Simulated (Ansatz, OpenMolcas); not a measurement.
## A small benchmark: dipole moment

6 molecules with oxygen; the dipole moment in D, computed less measured. Shapes, held fixed at every level: PBE0-D4/def2-TZVP. No vibrational averaging. Dipoles are compared by magnitude; molecules under 1 D, whose direction can flip, are left out. Programs: Ansatz 0.2.0, OpenMolcas 26.06. A level may come from different programs for different species; with the same settings they agree closely. Measured values: NIST CCCBDB.

Levels: A = B3LYP/STO-3G; B = B3LYP/6-31G* (Cartesian functions); C = B3LYP-D4/def2-TZVPP; D = wB97M-V/def2-TZVPP.

| molecule | measured | A | B | C | D |
| --- | --- | --- | --- | --- | --- |
| NOF (nitrosyl fluoride) | 1.81 | -1.48 | -0.70 | -0.42 | -0.36 |
| SO2 (sulfur dioxide) | 1.63 | -0.26 | +0.08 | +0.10 | +0.17 |
| H2CO (formaldehyde) | 2.33 | -1.05 | -0.19 | -0.02 | 0.00 |
| CHFO (SMILES O=CF) | 2.02 | -0.70 | -0.05 | +0.07 | +0.09 |
| SO2F2 (sulfuryl fluoride) | 1.12 | +0.04 | +0.06 | +0.01 | +0.04 |
| CH4O (methanol) | 1.70 | -0.33 | -0.03 | -0.06 | -0.06 |

Question: Sum up the errors.

Answer: 
| level | kind | mean error | mean absolute error | worst case |
| --- | --- | --- | --- | --- |
| B3LYP/STO-3G | global hybrid | -0.630 | 0.643 | NOF |
| B3LYP/6-31G* (Cartesian functions) | global hybrid | -0.138 | 0.185 | NOF |
| B3LYP-D4/def2-TZVPP | global hybrid | -0.053 | 0.113 | NOF |
| wB97M-V/def2-TZVPP | range-separated hybrid | -0.020 | 0.120 | NOF |

On this set B3LYP-D4/def2-TZVPP has the smallest mean absolute error and B3LYP/STO-3G the largest. B3LYP/STO-3G is too low in 5 of 6; B3LYP/6-31G* (Cartesian functions) is too low in 4 of 6. All levels miss NOF on one side, which points to its shape or to the tabulated value. The tabulated value of NOF is in doubt (older tables, estimates, or at odds with other calculations) and kept here. Over the 5 molecules whose values aren't doubted the mean absolute errors are A 0.476; B 0.082; C 0.052; D 0.072. The smallest two are near a tie. The set is small.

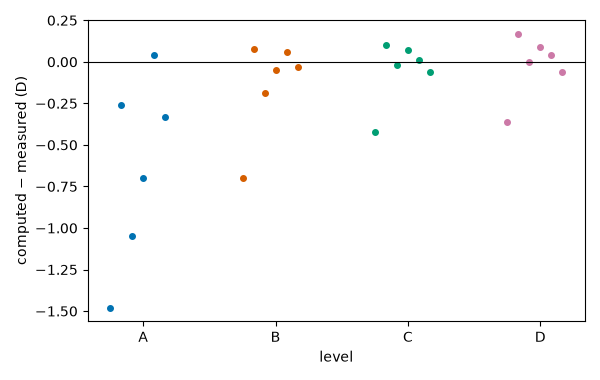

Errors of each level, one point a molecule.
